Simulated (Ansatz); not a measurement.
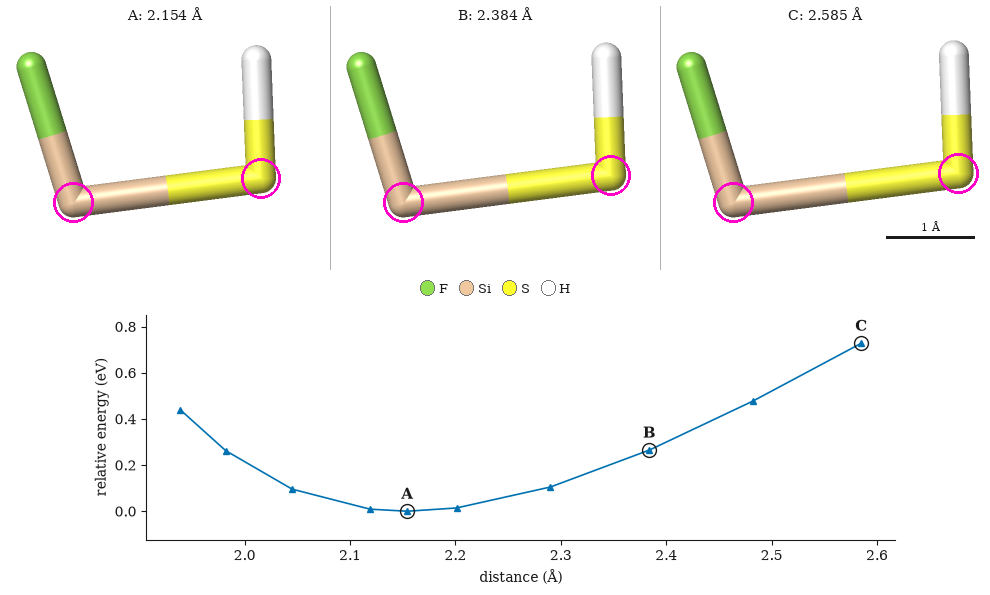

A scan of SiHSF: the Si–S bond length is varied, with the rest of the molecule carried along rigidly. The lettered frames are marked on the plot. The picture is a stick view, seen face on. The ringed atoms are those of the scanned coordinate.

Computed with Ansatz: PBE0-D4, basis def2-TZVPP, on geometries moved rigidly from the minimum at PBE0-D4/def2-TZVP. Energies are counted from the PBE0-D4/def2-TZVP minimum geometry at the same level.

Read off the main features of the energy profile.

Answer. Of the computed points the lowest is at the distance 2.154 Å, 0.000 eV. The curvature at the lowest point is about 14 eV/Å² (2.2 mdyn/Å). The well is steeper on the short side, as for any bond.

The computed points:

```csv
distance (Å),relative energy (eV)
1.939,0.439
1.982,0.263
2.045,0.096
2.119,0.009
2.154,0.000
2.201,0.014
2.290,0.105
2.384,0.265
2.482,0.477
2.585,0.728
```
